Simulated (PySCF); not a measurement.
Geometry relaxation of C6H7F3Si

The run: geometry relaxation of C6H7F3Si, SMILES FC(F)(F)CC1=C[SiH2]C=C1. Method and program: PBE0-D3(BJ)/def2-SVP geometry optimisation, gas phase (PySCF 2.14.0).

It belongs to a series of runs on one base structure; here: constitutional isomer.

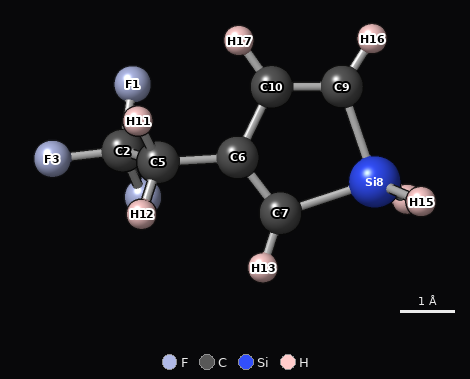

Figure 1. The input geometry (ball-and-stick view, seen on its broad side; atoms are numbered from 1 in the order of the input).

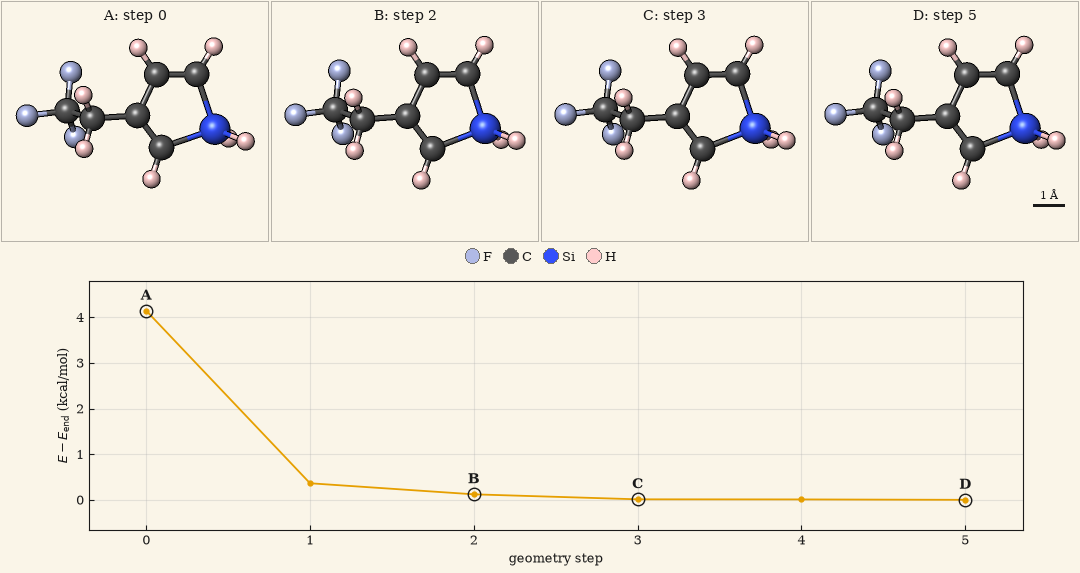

Figure 2. Frames of the relaxation (ball-and-stick view, seen at a tilt) above the curves, on which the letters mark them (steps are counted from 0).

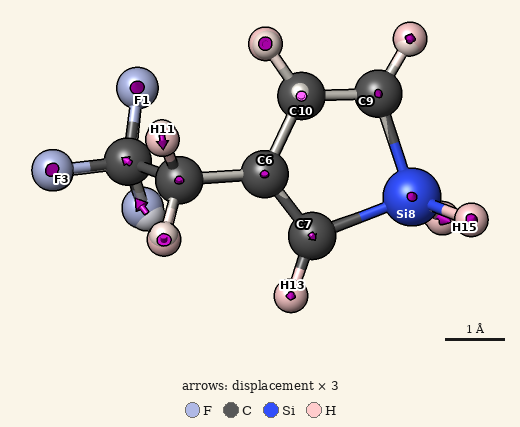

Figure 3. Start (faint) and end (solid) with the displacements as pink arrows, magnified 3 times (ball-and-stick view, seen at a tilt). The two geometries are laid on each other by the best rigid fit. The largest moves after the best rigid fit, 0.12 Å, are those of F1, F3, F4 and H12. By element the largest moves are F 0.12 Å, H 0.12 Å, C 0.07 Å, Si 0.06 Å. Among the contacts that change: Si8–H14 1.460 → 1.495 Å, Si8–C9 1.901 → 1.873 Å, Si8–H15 1.468 → 1.496 Å, C9–H16 1.064 → 1.092 Å. Among the angles that change: Si8–C7–H13 126.1° → 130.7°, C7–Si8–C9 89.0° → 92.4°, H14–Si8–H15 111.7° → 108.4°. After 5 geometry steps the energy has fallen by 4.14 kcal/mol. Largest force component: 1.2 eV/Å at the start, 0.023 eV/Å at the end. (Atoms are counted from 1 in the order of the input.)

The input and output of the run follow.

## Input file
```
{"job": {"xc": "PBE0", "basis": "def2-SVP", "d3": "d3bj", "grid": 1, "shake": 0.01, "kind": "geom"}, "charge": 0, "multiplicity": 1}
F      2.231900    -1.563440     0.267570
C      2.333420    -0.320280    -0.274770
F      3.621640     0.003530    -0.173110
F      2.125670    -0.442800    -1.587560
C      1.444260     0.710500     0.379830
C     -0.005560     0.372760     0.174430
C     -0.770150     0.900410    -0.773170
Si    -2.484490     0.136950    -0.696940
C     -1.913370    -0.917170     0.778680
C     -0.633540    -0.647070     1.033780
H      1.691210     0.731930     1.461740
H      1.693070     1.685060    -0.048920
H     -0.442300     1.659600    -1.466730
H     -2.855260    -0.643350    -1.874230
H     -3.536790     1.089870    -0.323850
H     -2.466910    -1.638950     1.330990
H     -0.049300    -1.105720     1.802440
```

The first line tells a small driver script what to run in PySCF; the rest is the geometry in Å.

Run as:
```bash
OMP_NUM_THREADS=1 python <driver script> task.json out
```

## What the program printed
```
step   0  E = -820.69631392  max force = 0.022681
step   1  E = -820.70233522  max force = 0.010443
step   2  E = -820.70272127  max force = 0.003690
step   3  E = -820.70289546  max force = 0.000870
step   4  E = -820.70289930  max force = 0.001081
step   5  E = -820.70291343  max force = 0.000442
optimisation converged
```

## Trajectory as extended XYZ (Å, eV, eV/Å), 6 frames, from step=0 to step=5
```
17
Properties=species:S:1:pos:R:3:forces:R:3 step=0 energy=-22332.28420
F     2.2319   -1.5634    0.2676   -0.4378   0.8022  -0.1838
C     2.3334   -0.3203   -0.2748    0.9614  -0.8532  -0.2798
F     3.6216    0.0035   -0.1731    0.3403   0.3952   0.4714
F     2.1257   -0.4428   -1.5876   -0.6239  -0.0040   0.0950
C     1.4443    0.7105    0.3798   -0.1946  -0.4803   0.2933
C    -0.0056    0.3728    0.1744    0.9492  -0.1024   0.6528
C    -0.7702    0.9004   -0.7732   -1.1663   0.4988  -1.0350
Si   -2.4845    0.1369   -0.6969    1.0934  -0.2426   1.1275
C    -1.9134   -0.9172    0.7787   -0.6236   0.2897  -0.7907
C    -0.6335   -0.6471    1.0338   -0.0752   0.4871  -0.5289
H     1.6912    0.7319    1.4617    0.0315  -0.0141  -0.3217
H     1.6931    1.6851   -0.0489    0.0754   0.0996  -0.1160
H    -0.4423    1.6596   -1.4667    0.3813   0.3279  -0.2398
H    -2.8553   -0.6433   -1.8742   -0.2152  -0.2825  -0.5153
H    -3.5368    1.0899   -0.3239   -0.4127   0.3139   0.0060
H    -2.4669   -1.6389    1.3310   -0.5386  -0.7426   0.6266
H    -0.0493   -1.1057    1.8024    0.4553  -0.4926   0.7387
17
Properties=species:S:1:pos:R:3:forces:R:3 step=1 energy=-22332.44805
F     2.1814   -1.5056    0.4965    0.2206  -0.2173  -0.1156
C     2.3864   -0.3820   -0.2007   -0.5370   0.3920   0.3889
F     3.6623   -0.0219   -0.0296   -0.0590  -0.1409  -0.1896
F     2.1801   -0.6544   -1.4864    0.2420  -0.0208  -0.0101
C     1.4526    0.7072    0.3020    0.1528  -0.0103   0.0353
C    -0.0001    0.3834    0.1132    0.0516  -0.0018  -0.1827
C    -0.7851    0.9319   -0.8429   -0.0914   0.0083   0.1603
Si   -2.4885    0.1697   -0.6662    0.1003  -0.1004   0.0325
C    -1.9393   -0.9178    0.7634   -0.1042   0.0185  -0.0543
C    -0.6413   -0.6331    0.9861    0.0438  -0.1264   0.1543
H     1.6878    0.8281    1.3723   -0.0030   0.0539  -0.0308
H     1.7173    1.6417   -0.2096    0.0132  -0.0009  -0.0438
H    -0.4160    1.6910   -1.5345    0.0313  -0.0054  -0.0276
H    -2.9244   -0.5950   -1.8748   -0.0261   0.0142   0.0075
H    -3.5561    1.1494   -0.3012   -0.0187   0.0079  -0.0126
H    -2.4887   -1.6598    1.3508    0.0521   0.0823  -0.0296
H    -0.0406   -1.1187    1.7676   -0.0683   0.0470  -0.0820
17
Properties=species:S:1:pos:R:3:forces:R:3 step=2 energy=-22332.45856
F     2.2570   -1.5278    0.4436   -0.1443   0.0653   0.0614
C     2.3929   -0.3645   -0.2073    0.1065  -0.0696  -0.0001
F     3.6641    0.0144   -0.0606    0.1299   0.1557   0.1283
F     2.2136   -0.6136   -1.5014   -0.1897   0.0311  -0.1547
C     1.4473    0.7011    0.3127    0.0470  -0.1539   0.0381
C    -0.0038    0.3650    0.1222    0.0341   0.0013  -0.0641
C    -0.7874    0.9154   -0.8327   -0.0135   0.0307   0.0199
Si   -2.4927    0.1615   -0.6666    0.0465  -0.0123   0.0216
C    -1.9563   -0.9080    0.7747   -0.0112  -0.0572   0.0346
C    -0.6542   -0.6435    1.0023   -0.0213   0.0330  -0.0456
H     1.6844    0.8284    1.3810    0.0032   0.0191  -0.0050
H     1.7005    1.6383   -0.2015    0.0166  -0.0280  -0.0258
H    -0.4084    1.6656   -1.5297    0.0101  -0.0073  -0.0073
H    -2.9309   -0.6107   -1.8692   -0.0059   0.0045   0.0049
H    -3.5573    1.1524   -0.3201   -0.0088  -0.0047  -0.0085
H    -2.5156   -1.6325    1.3696   -0.0022   0.0008   0.0110
H    -0.0652   -1.1274    1.7892    0.0031  -0.0084  -0.0087
17
Properties=species:S:1:pos:R:3:forces:R:3 step=3 energy=-22332.46330
F     2.2352   -1.5219    0.4433   -0.0057   0.0404  -0.0176
C     2.3904   -0.3598   -0.2055    0.0043  -0.0171   0.0260
F     3.6624    0.0184   -0.0456    0.0292  -0.0011   0.0221
F     2.2034   -0.5975   -1.5027   -0.0120  -0.0030  -0.0409
C     1.4493    0.7033    0.3135   -0.0152  -0.0148   0.0181
C    -0.0006    0.3684    0.1149   -0.0395  -0.0301   0.0002
C    -0.7895    0.9171   -0.8359    0.0083   0.0303  -0.0037
Si   -2.4904    0.1535   -0.6634    0.0006  -0.0034   0.0137
C    -1.9512   -0.9157    0.7768    0.0135   0.0227  -0.0447
C    -0.6491   -0.6427    0.9935    0.0215  -0.0226   0.0432
H     1.6826    0.8305    1.3826   -0.0077   0.0183  -0.0038
H     1.7088    1.6383   -0.2012   -0.0062  -0.0021  -0.0139
H    -0.4150    1.6676   -1.5353   -0.0014  -0.0034  -0.0038
H    -2.9303   -0.6196   -1.8645   -0.0023   0.0025  -0.0044
H    -3.5586    1.1407   -0.3165   -0.0065  -0.0018  -0.0089
H    -2.5048   -1.6409    1.3757    0.0057  -0.0022   0.0079
H    -0.0548   -1.1257    1.7764    0.0135  -0.0127   0.0106
17
Properties=species:S:1:pos:R:3:forces:R:3 step=4 energy=-22332.46340
F     2.2341   -1.5115    0.4443    0.0222  -0.0092  -0.0200
C     2.3908   -0.3512   -0.2056   -0.0259   0.0058   0.0388
F     3.6621    0.0299   -0.0410   -0.0158  -0.0247  -0.0217
F     2.2034   -0.5898   -1.5038    0.0395   0.0068   0.0097
C     1.4450    0.7077    0.3117    0.0123   0.0157   0.0126
C    -0.0028    0.3639    0.1167    0.0393   0.0184  -0.0102
C    -0.7907    0.9146   -0.8341   -0.0219  -0.0105   0.0193
Si   -2.4895    0.1477   -0.6631    0.0102   0.0087   0.0003
C    -1.9454   -0.9216    0.7749   -0.0118  -0.0426   0.0320
C    -0.6439   -0.6506    0.9975   -0.0254   0.0378  -0.0556
H     1.6777    0.8418    1.3800    0.0062   0.0119  -0.0009
H     1.6985    1.6416   -0.2080   -0.0124   0.0031  -0.0058
H    -0.4160    1.6657   -1.5329    0.0019  -0.0060   0.0068
H    -2.9280   -0.6239   -1.8658   -0.0020  -0.0041   0.0008
H    -3.5606    1.1324   -0.3170   -0.0043  -0.0086  -0.0003
H    -2.4985   -1.6480    1.3729   -0.0085  -0.0069   0.0033
H    -0.0483   -1.1348    1.7794   -0.0034   0.0044  -0.0092
17
Properties=species:S:1:pos:R:3:forces:R:3 step=5 energy=-22332.46378
F     2.2348   -1.5118    0.4434    0.0062  -0.0078  -0.0075
C     2.3919   -0.3505   -0.2044   -0.0115  -0.0068   0.0227
F     3.6634    0.0289   -0.0379   -0.0108  -0.0049  -0.0082
F     2.2082   -0.5884   -1.5031    0.0201   0.0138   0.0034
C     1.4453    0.7088    0.3120    0.0078   0.0115  -0.0027
C    -0.0027    0.3659    0.1148    0.0124  -0.0047   0.0002
C    -0.7929    0.9151   -0.8349   -0.0062   0.0036   0.0101
Si   -2.4910    0.1460   -0.6624    0.0049   0.0034   0.0029
C    -1.9453   -0.9234    0.7750   -0.0029  -0.0177   0.0083
C    -0.6440   -0.6490    0.9946   -0.0089   0.0089  -0.0169
H     1.6764    0.8424    1.3807    0.0042   0.0114  -0.0014
H     1.6998    1.6430   -0.2068   -0.0096   0.0013  -0.0067
H    -0.4200    1.6667   -1.5339    0.0003  -0.0018   0.0012
H    -2.9295   -0.6259   -1.8649   -0.0006  -0.0022  -0.0006
H    -3.5631    1.1292   -0.3155   -0.0031  -0.0064  -0.0016
H    -2.4966   -1.6507    1.3739   -0.0013  -0.0022   0.0007
H    -0.0470   -1.1324    1.7758   -0.0008   0.0007  -0.0039
```

## Summary

- outcome: converged
- total energy: −820.702913 hartree
- dipole moment: 1.74 D
- point group: C1
- hardware: 1 CPU thread, shared host
- wall time: 3 min
- peak memory: 0.76 GiB
